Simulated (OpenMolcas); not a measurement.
**CH7NOSi (SMILES CO[SiH2]N): levels of theory compared**

Aim: a comparison of 6 runs (HF/3-21G, B3LYP/6-31G*, B3LYP/cc-pVDZ, BHLYP/cc-pVDZ, M06-L/cc-pVDZ, PBE0/cc-pVDZ) of CH7NOSi. 

The calculation is run with OpenMolcas 26.06.

1 further run of the same task is left out (set aside as unsound or not needed).

### Step 1. Starting point

The species is CH7NOSi (11 atoms), meant as a singlet with charge 0. As SMILES, `CO[SiH2]N`. The N4–H11 distance was set to 1.510 Å, away from the relaxed value. At this shape a bond of the SMILES string is far longer than usual.

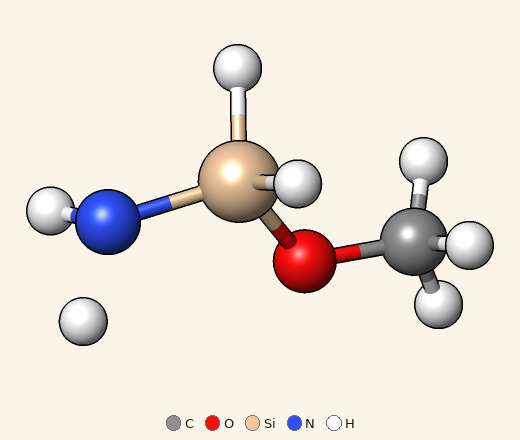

Viewed from a chosen angle; carbon grey, oxygen red, silicon light orange, nitrogen blue, hydrogen white.

### Step 2. A single-point energy at HF/3-21G (run 1)

File mol.input:

```
&GATEWAY
BasLib = $CurrDir
Coord
11
angstrom
C       -0.779751       1.692450       0.987555
O       -0.735051       0.489250       0.260255
Si       0.409349      -0.662150       0.541655
N        0.220249      -2.026350      -0.456345
H        0.133949       2.283450       0.849655
H       -1.625951       2.281750       0.629755
H       -0.915151       1.512350       2.061155
H        0.297449      -1.099350       1.959655
H        1.750149      -0.074450       0.275255
H       -0.527851      -2.680550      -0.295945
H        0.593600      -1.968000      -1.918400
Basis = 3-21G
Group = NoSym
&SEWARD
&SCF
Thresholds = 1e-10 1e-07 1e-07 1e-05
PrOrbitals = 1 1
```

The basis set 3-21G is read from a file made from the Basis Set Exchange's data (not shown).

The run is started by

```
$ export MOLCAS_MEM=1860
$ pymolcas mol.input > mol.log
```

What it wrote:

```text
--- Start Module: gateway ---
[...]
--- Stop Module: gateway /rc=_RC_ALL_IS_WELL_ ---
--- Start Module: seward ---
[...]
      Basis functions           54
--- Stop Module: seward /rc=_RC_ALL_IS_WELL_ ---
[...]
--- Start Module: scf ---
[...]
       Convergence after  13 Iterations
[...]
::    Total SCF energy                               -457.6646303100
[...]
      Total spin, S                                     0.0000000000
[...]
      Total electronic charge=   42.000000
      Total            charge=   -0.000000
[...]
      Dipole Moment (debye):
      Origin of the operator (angstrom)=   -0.0892   -0.2403    0.3682
                   X= -2.2007E-01               Y=  3.3170E-01               Z=  7.3135E-02           Total=  4.0472E-01
      Quadrupole Moment (debye*angstrom):
[...]
--- Stop Module: scf /rc=_RC_ALL_IS_WELL_ ---
[...]
```

Run time: 3.6 s. Hardware: 1 thread of AMD EPYC 7R43 (Zen 3), shared host; peak memory 0.39 GiB.

### Step 3. A single-point energy at B3LYP/6-31G(d) (Cartesian functions) (run 2)

File mol.input:

```
* CH7NOSi Kohn-Sham DFT

&GATEWAY
 BASLIB=$CurrDir
 COORD
 11
 angstrom
 C       -0.779751       1.692450       0.987555
 O       -0.735051       0.489250       0.260255
 Si       0.409349      -0.662150       0.541655
 N        0.220249      -2.026350      -0.456345
 H        0.133949       2.283450       0.849655
 H       -1.625951       2.281750       0.629755
 H       -0.915151       1.512350       2.061155
 H        0.297449      -1.099350       1.959655
 H        1.750149      -0.074450       0.275255
 H       -0.527851      -2.680550      -0.295945
 H        0.593600      -1.968000      -1.918400
 BASIS=6-31Gs
 GROUP=NoSym

&SEWARD
 GRIDINPUT
 Grid=UltraFine
 End of Grid

&SCF
 KSDFT=B3LYP
 THRESHOLDS=1e-10 1e-07 1e-07 1e-05
 PRORBITALS=1 1
```

The basis set 6-31G* is read from a file made from the Basis Set Exchange's data (not shown).

The run is started by

```
$ export MOLCAS_MEM=1860
$ pymolcas mol.input > mol.log
```

What it wrote:

```text
--- Start Module: gateway ---
[...]
--- Stop Module: gateway /rc=_RC_ALL_IS_WELL_ ---
--- Start Module: seward ---
[...]
      Basis functions           78
--- Stop Module: seward /rc=_RC_ALL_IS_WELL_ ---
[...]
--- Start Module: scf ---
[...]
       Convergence after  16 Iterations
[...]
::    Total KS-DFT energy                            -461.7516849325
[...]
      Total spin, S                                     0.0000000000
[...]
      Total electronic charge=   42.000000
      Total            charge=   -0.000000
[...]
      Dipole Moment (debye):
      Origin of the operator (angstrom)=   -0.0892   -0.2403    0.3682
                   X= -3.9004E-01               Y=  4.5910E-02               Z= -3.2144E-01           Total=  5.0751E-01
      Quadrupole Moment (debye*angstrom):
[...]
--- Stop Module: scf /rc=_RC_ALL_IS_WELL_ ---
[...]
```

It took 31 s on 1 thread of AMD EPYC 7R43 (Zen 3), shared host; peak memory 0.44 GiB.

Run 3 isn't shown in full; the table further down has it.

### Step 4. A single-point energy at BHLYP/cc-pVDZ (run 4)

File struct.xyz:

```xyz
11

C     -0.779751     1.692450     0.987555
O     -0.735051     0.489250     0.260255
Si     0.409349    -0.662150     0.541655
N      0.220249    -2.026350    -0.456345
H      0.133949     2.283450     0.849655
H     -1.625951     2.281750     0.629755
H     -0.915151     1.512350     2.061155
H      0.297449    -1.099350     1.959655
H      1.750149    -0.074450     0.275255
H     -0.527851    -2.680550    -0.295945
H      0.593600    -1.968000    -1.918400
```

File run.input:

```
&GATEWAY
  BasLib
  $CurrDir
  Coord
  struct.xyz
  Basis
  cc-pVDZ
  Group
  NoSym

&SEWARD
  GridInput
  Grid=UltraFine
  End of Grid

&SCF
  KSDFT
  HYB_GGA_XC_BHANDHLYP
  Thresholds
  1e-10 1e-07 1e-07 1e-05
  PrOrbitals
  0
```

The basis set cc-pVDZ is read from a file made from the Basis Set Exchange's data (not shown).

The run is started by

```
$ export MOLCAS_MEM=1860
$ pymolcas run.input > run.log
```

What it wrote:

```text
--- Start Module: gateway ---
[...]
--- Stop Module: gateway /rc=_RC_ALL_IS_WELL_ ---
--- Start Module: seward ---
[...]
      Basis functions           95
--- Stop Module: seward /rc=_RC_ALL_IS_WELL_ ---
[...]
--- Start Module: scf ---
[...]
       Convergence after  14 Iterations
[...]
::    Total KS-DFT energy                            -461.6434423465
[...]
      Total spin, S                                     0.0000000000
[...]
      Total electronic charge=   42.000000
      Total            charge=   -0.000000
[...]
      Dipole Moment (debye):
      Origin of the operator (angstrom)=   -0.0892   -0.2403    0.3682
                   X= -2.8424E-01               Y=  4.4089E-02               Z= -3.5534E-01           Total=  4.5717E-01
      Quadrupole Moment (debye*angstrom):
[...]
--- Stop Module: scf /rc=_RC_ALL_IS_WELL_ ---
[...]
```

Run time: 39 s. Hardware: 1 thread of AMD EPYC 7R43 (Zen 3), shared host; peak memory 0.52 GiB.

Run 5 isn't shown in full; the table further down has it.

### Step 5. A single-point energy at PBE0/cc-pVDZ (run 6)

File test.inp:

```
* CH7NOSi Kohn-Sham DFT
>>> EXPORT MOLCAS_PRINT=2

&gateway
  baslib=$CurrDir
  coord
  11
  angstrom
  C       -0.779751       1.692450       0.987555
  O       -0.735051       0.489250       0.260255
  Si       0.409349      -0.662150       0.541655
  N        0.220249      -2.026350      -0.456345
  H        0.133949       2.283450       0.849655
  H       -1.625951       2.281750       0.629755
  H       -0.915151       1.512350       2.061155
  H        0.297449      -1.099350       1.959655
  H        1.750149      -0.074450       0.275255
  H       -0.527851      -2.680550      -0.295945
  H        0.593600      -1.968000      -1.918400
  basis=cc-pVDZ
  group=NoSym

&seward
  gridinput
  Grid=UltraFine
  End of Grid

&scf
  ksdft=PBE0
  thresholds=1e-10 1e-07 1e-07 1e-05
  prorbitals=1 2
```

The basis set cc-pVDZ is read from a file made from the Basis Set Exchange's data (not shown).

The run is started by

```
$ export MOLCAS_MEM=1860
$ pymolcas test.inp > test.log
```

What it wrote:

```text
--- Start Module: gateway ---
[...]
--- Stop Module: gateway /rc=_RC_ALL_IS_WELL_ ---
--- Start Module: seward ---
[...]
      Basis functions           95
--- Stop Module: seward /rc=_RC_ALL_IS_WELL_ ---
[...]
--- Start Module: scf ---
[...]
       Convergence after  15 Iterations
[...]
::    Total KS-DFT energy                            -461.4248058080
[...]
      Total spin, S                                     0.0000000000
[...]
      Total electronic charge=   42.000000
      Total            charge=   -0.000000
[...]
      Dipole Moment (debye):
      Origin of the operator (angstrom)=   -0.0892   -0.2403    0.3682
                   X= -3.2084E-01               Y= -3.3228E-02               Z= -4.6182E-01           Total=  5.6331E-01
      Quadrupole Moment (debye*angstrom):
[...]
--- Stop Module: scf /rc=_RC_ALL_IS_WELL_ ---
[...]
```

It took 44 s on 1 thread of AMD EPYC 7R43 (Zen 3), shared host; peak memory 0.52 GiB.

### Step 6. The series

| run | level | Cartesian functions | integration grid | energy (Eh) | dipole moment (D) | HOMO energy (eV) | LUMO energy (eV) | wall time |
| --- | --- | --- | --- | --- | --- | --- | --- | --- |
| 1 | HF/3-21G | no | – | -457.664630 | 0.40 | -10.86 | 3.50 | 3.6 s |
| 2 | B3LYP/6-31G* (Cartesian functions) | yes | UltraFine | -461.751685 | 0.51 | -7.05 | -1.41 | 31 s |
| 3 | B3LYP/cc-pVDZ | no | UltraFine | -461.768048 | 0.53 | -7.06 | -1.49 | 44 s |
| 4 | BHLYP/cc-pVDZ | no | UltraFine | -461.643442 | 0.46 | -8.77 | -0.09 | 39 s |
| 5 | M06-L/cc-pVDZ | no | UltraFine | -461.722540 | 0.56 | -6.10 | -1.84 | 57 s |
| 6 | PBE0/cc-pVDZ | no | UltraFine | -461.424806 | 0.56 | -7.35 | -1.20 | 44 s |

### Step 7. Outcome

```
            quantity          value
 run 6: total energy  -461.42481 Eh
run 6: dipole moment         0.56 D
  run 6: HOMO energy       -7.35 eV
  run 6: LUMO energy       -1.20 eV
run 6: HOMO–LUMO gap        6.15 eV
```

What this shows: The dipole moment (its size) runs from 0.40 D (HF/3-21G) to 0.56 D (PBE0/cc-pVDZ). The two ends differ in method and basis. The HOMO–LUMO gap runs from 4.26 eV (M06-L/cc-pVDZ) to 14.36 eV (HF/3-21G). Totals of different functionals can't be ranked against each other. All runs together took 3.7 min, the longest 57 s.
